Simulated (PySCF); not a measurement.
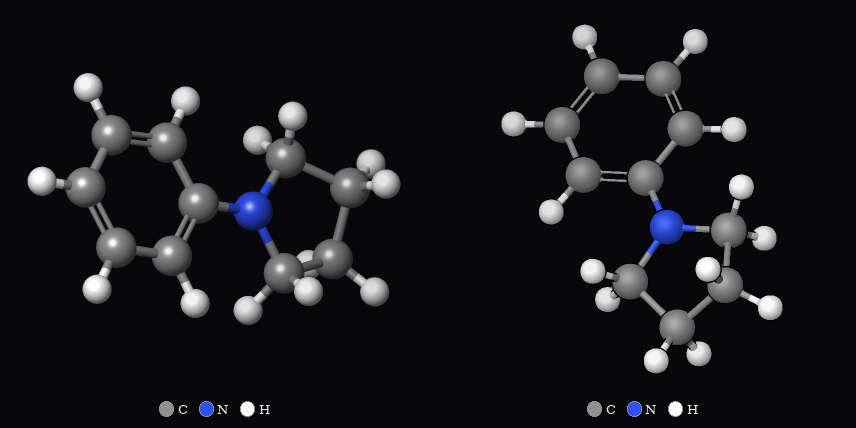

The same structure drawn twice, from different directions.

The computed structure is the end point of a PBE0-D3(BJ)/def2-SVP optimisation. No frequency run is at hand to confirm it as a minimum.

Give the formula.

C₁₀H₁₃N, 24 atoms: 10 carbon, 13 hydrogen and 1 nitrogen.

Does it have rings?

Independent rings (smallest set): 1 of 5 members, 1 of 6 members, 1 of them aromatic.

More results for the same structure follow; atom numbers are the same in all pictures, views and colours differ.

Geometry

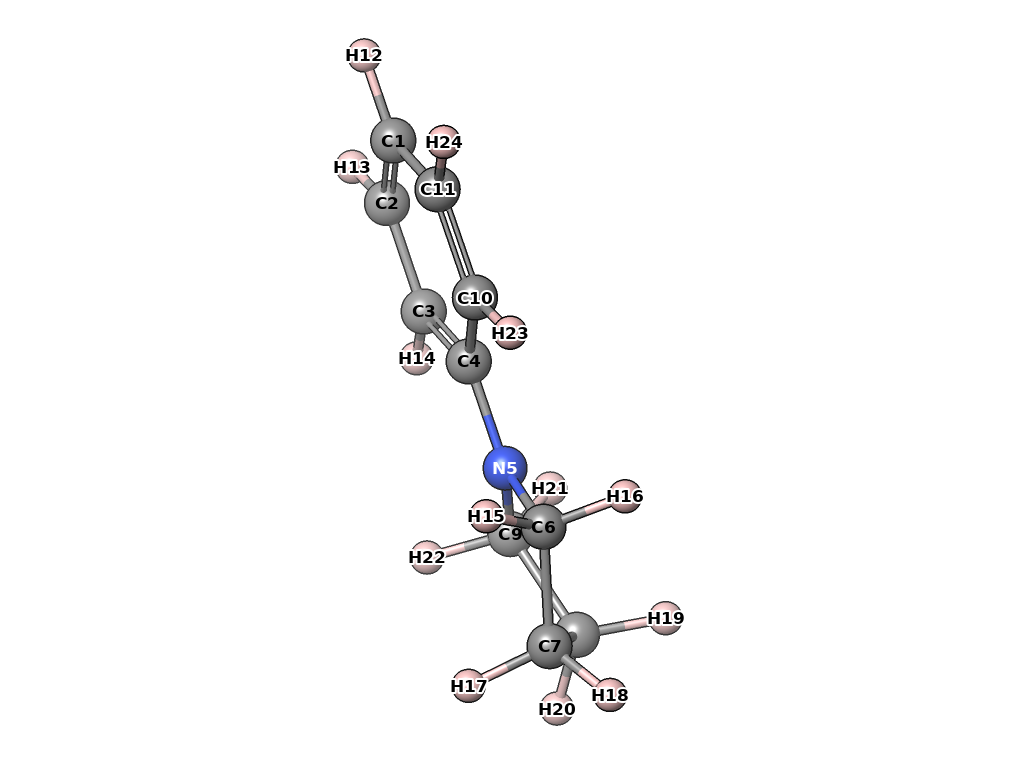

C8 lies behind C7. The molecule seen a little off the C7–C8 bond, C7 in front. Distant atoms are faded towards the background colour. No frequency run is at hand to confirm it as a minimum.

What is the torsion angle C6–C7–C8–C9? The sign is positive where the front bond must turn clockwise to cover the back bond.

−38°, synclinal (gauche).

NMR shielding

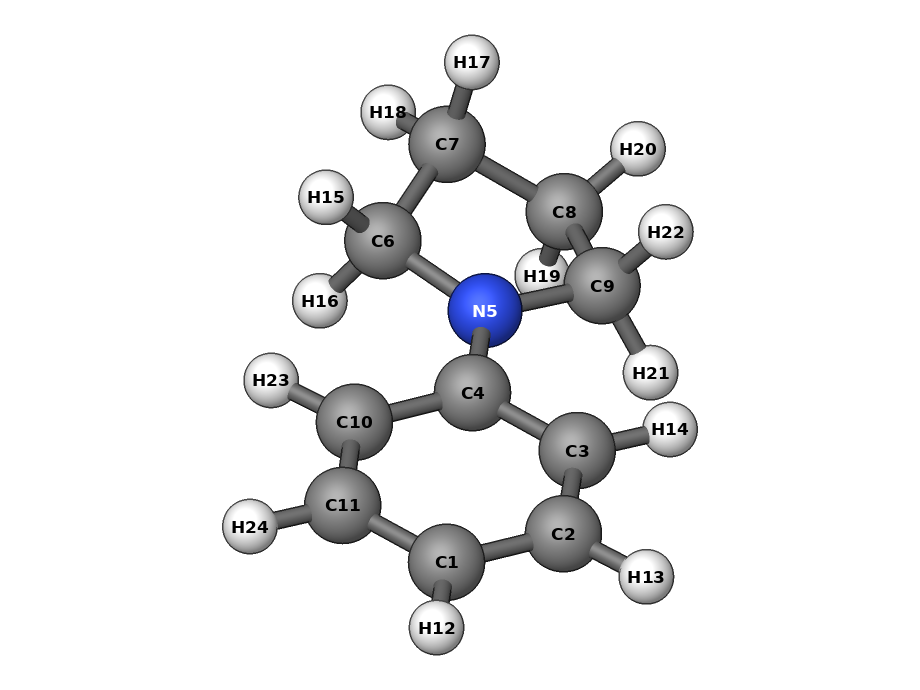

No frequency run is at hand to confirm it as a minimum. Properties computed with GIAO B97-2/pcSseg-1 NMR shielding, non-relativistic, gas phase (PySCF 2.14.0). Principal shieldings σ11 ≤ σ22 ≤ σ33, span Ω = σ33 − σ11, skew κ = 3(σiso − σ22)/Ω.

Give the shielding tensors of the C atoms.

```
  atom    σ11    σ22    σ33   σiso      Ω      κ
    C1  −35.8   61.5  173.7   66.5  209.5   0.07
    C2  −57.9   42.3  171.6   52.0  229.5   0.13
    C3  −17.0   65.6  167.1   71.9  184.1   0.10
    C4  −38.3    3.7  146.6   37.3  185.0   0.55
C6, C9  114.6  132.0  161.2  135.9   46.7   0.25
C7, C8  133.7  164.8  166.1  154.9   32.3  −0.92
   C10  −17.0   65.6  167.0   71.9  184.0   0.10
   C11  −58.0   42.3  171.6   52.0  229.5   0.13
```

Shieldings and span in ppm.

Dipole moment

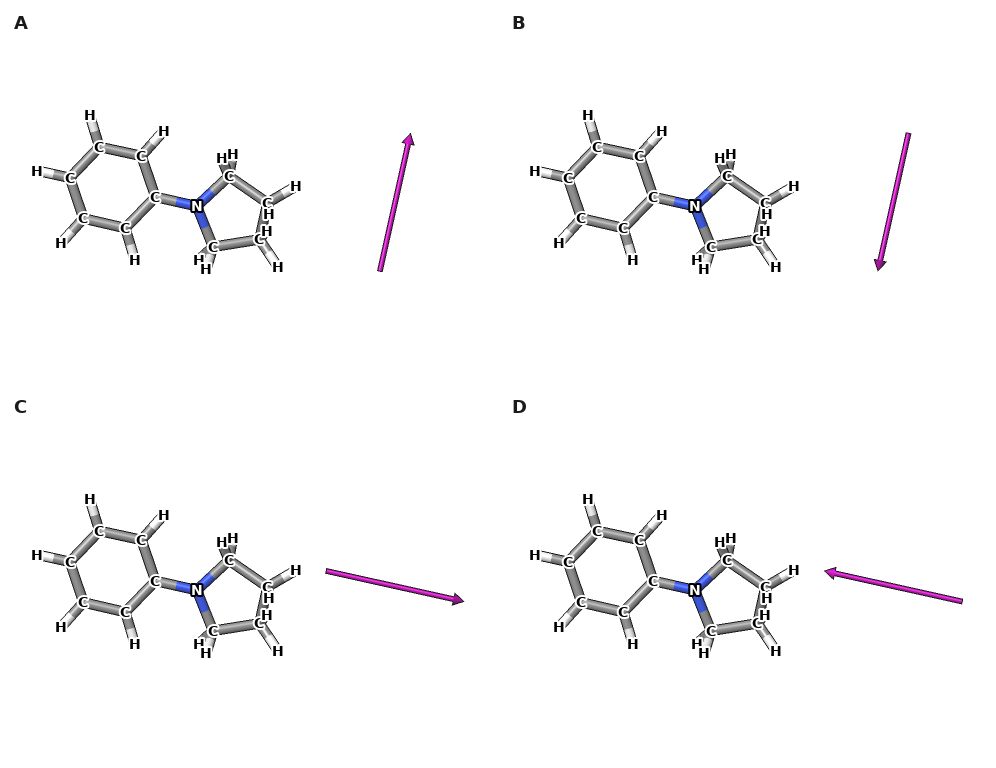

The same molecule four times, each with an arrow. No frequency run is at hand to confirm it as a minimum. Properties computed with PBE0/pcSseg-1, gas phase (PySCF 2.14.0).

Which arrow points along the dipole moment, from the negative to the positive end?

C. The dipole moment is 2.51 D.

Levels of theory compared

No frequency run is at hand to confirm it as a minimum. Program: PySCF 2.14.0.

Compare HOMO energy (eV) at these levels: B3LYP/pcJ-1; B97-2/pcSseg-1; CAM-B3LYP/def2-SVPD; PBE0/pcSseg-1.

```
              level  HOMO energy (eV)
        B3LYP/pcJ-1             −5.17
     B97-2/pcSseg-1             −5.16
CAM-B3LYP/def2-SVPD             −6.56
      PBE0/pcSseg-1             −5.38
```
